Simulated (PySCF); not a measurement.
# [Tb(HCN)]3+: other functionals and bases at one geometry

Aim: see how levels, charges and forces of [Tb(HCN)]3+ depend on the level of theory. It is a constructed species; whether it can be made isn't addressed.

Program: PySCF 2.14.0. Level of theory: several levels, as the steps say, no spin–orbit coupling. These are calculated values, not measurements.

1 further run of the same task is left out (for a known fault of the program).

### Step 1. The starting structure

4 atoms, charge 3, spin multiplicity 1.

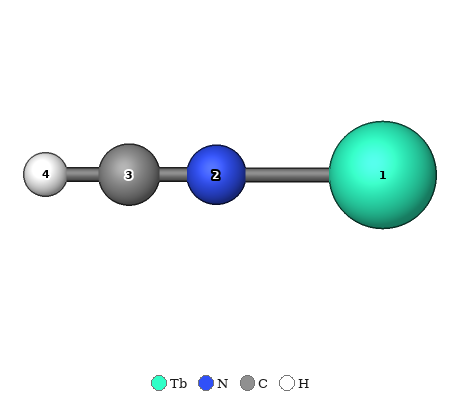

The geometry (terbium teal, nitrogen blue, carbon grey, hydrogen white); atoms are numbered from 1 in the order of the file.

Coordinates:

```xyz
4
charge 3, multiplicity 1
Tb    0.0000    0.0000   -0.2431
N     0.0000    0.0000    1.9774
C     0.0000    0.0000    3.1437
H     0.0000    0.0000    4.2599
```

Formal oxidation states: Tb +3. Each metal's 8 4f electrons lie in its core potential, so multiplicities, spins and levels count the valence alone. An earlier session relaxed this geometry at PBE0, Tb lcecp-1-SVP with ECP54, N def2-SVP, C def2-SVP, H def2-SVP (singlet, point group C∞v).

At PBE0 on the finer grid: E = -128.413088 Eh, HOMO -27.06 eV, LUMO -19.85 eV, Mulliken charge on Tb1 +2.50 e, largest force component 0.004 eV/Å. 

Levels to run: HF; CAM-B3LYP; PBE0, TZVP. Hardware: 2 threads of Arm Neoverse V1, shared host.

### Step 2. HF

The input, run.py (the lines that set the calculation):

```python
mol = gto.M(atom='''
Tb     0.00000     0.00000    -0.24313
N      0.00000     0.00000     1.97738
C      0.00000     0.00000     3.14371
H      0.00000     0.00000     4.25991''',
    basis={'Tb': 'lcecp-1-SVP', 'N': 'def2-SVP', 'C': 'def2-SVP', 'H': 'def2-SVP'},
    ecp={'Tb': 'lcecp-1-SVP'},
    charge=3, spin=0)
mf = scf.RHF(mol)
mf = mf.density_fit()  # fitting sets: Tb AutoAux, N def2-universal-JKFIT, C def2-universal-JKFIT, H def2-universal-JKFIT
mf.conv_tol = 1e-08; mf.max_cycle = 55
mf.kernel(dm0)  # dm0: the density of the relaxed state
```

Started as:

```sh
$ OMP_NUM_THREADS=2 python run.py
```

### Step 3. CAM-B3LYP

Changes to run.py (the lines that set the calculation) since step 2:

```diff
@@ -8,3 +8,4 @@
     charge=3, spin=0)
-mf = scf.RHF(mol)
+mf = dft.RKS(mol, xc='CAMB3LYP')
+mf.grids.atom_grid = (75, 302)  # f atoms: unpruned, at least (60, 302)
 mf = mf.density_fit()  # fitting sets: Tb AutoAux, N def2-universal-JKFIT, C def2-universal-JKFIT, H def2-universal-JKFIT
```

### Step 4. PBE0, TZVP

Basis: Tb lcecp-1-TZVP with ECP54, N def2-TZVP, C def2-TZVP, H def2-TZVP. 

The input, run.py (the lines that set the calculation):

```python
mol = gto.M(atom='''
Tb     0.00000     0.00000    -0.24313
N      0.00000     0.00000     1.97738
C      0.00000     0.00000     3.14371
H      0.00000     0.00000     4.25991''',
    basis={'Tb': 'lcecp-1-TZVP', 'N': 'def2-TZVP', 'C': 'def2-TZVP', 'H': 'def2-TZVP'},
    ecp={'Tb': 'lcecp-1-TZVP'},
    charge=3, spin=0)
mf = dft.RKS(mol, xc='PBE0')
mf.grids.atom_grid = (75, 302)  # f atoms: unpruned, at least (60, 302)
mf = mf.density_fit()  # fitting sets: Tb AutoAux, N def2-universal-JKFIT, C def2-universal-JKFIT, H def2-universal-JKFIT
mf.conv_tol = 1e-08; mf.max_cycle = 55
mf.kernel(dm0)  # dm0: free metal ions and neutral atoms
```

**Question.** What will these runs give? Wanted: for each run, HOMO; gap; charge on Tb1; dipole; largest force.

**Answer**, as computed:

| level | state | HOMO (eV) | gap (eV) | charge on Tb1 (e) | dipole (D) | largest force (eV/Å) | basis functions | time |
| --- | --- | --- | --- | --- | --- | --- | --- | --- |
| PBE0 (relaxed here) | singlet | -27.06 | 7.22 | 2.50 | 4.87 | 0.00 | 66 | 3.4 s |
| HF | singlet | -29.86 | 13.79 | 2.64 | 4.40 | 3.25 | 66 | 0.9 s |
| CAM-B3LYP | singlet | -28.40 | 9.64 | 2.50 | 4.72 | 0.49 | 66 | 2.2 s |
| PBE0, TZVP | singlet | -26.97 | 7.15 | 2.59 | 4.92 | 0.87 | 115 | 5.3 s |

Times are on 2 threads of Arm Neoverse V1, shared host; the first row also made further properties. The dipole of a charged species depends on the origin, so these sizes hold for this origin alone.

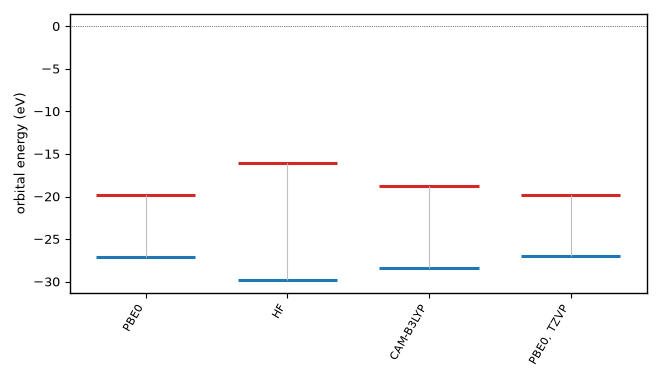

Highest filled and lowest empty level, method by method.

In one basis the HOMO–LUMO gap runs from 7.22 eV (PBE0) to 13.79 eV (HF). The largest leftover force, 3.25 eV/Å with HF, stands at a geometry relaxed at another level. The Mulliken charge on Tb spans +2.50 to +2.64 e over the levels. With 4f in the core, its levels are missing from HOMO and gap. Total energies of different levels can't be compared. Spin–orbit coupling is left out throughout.
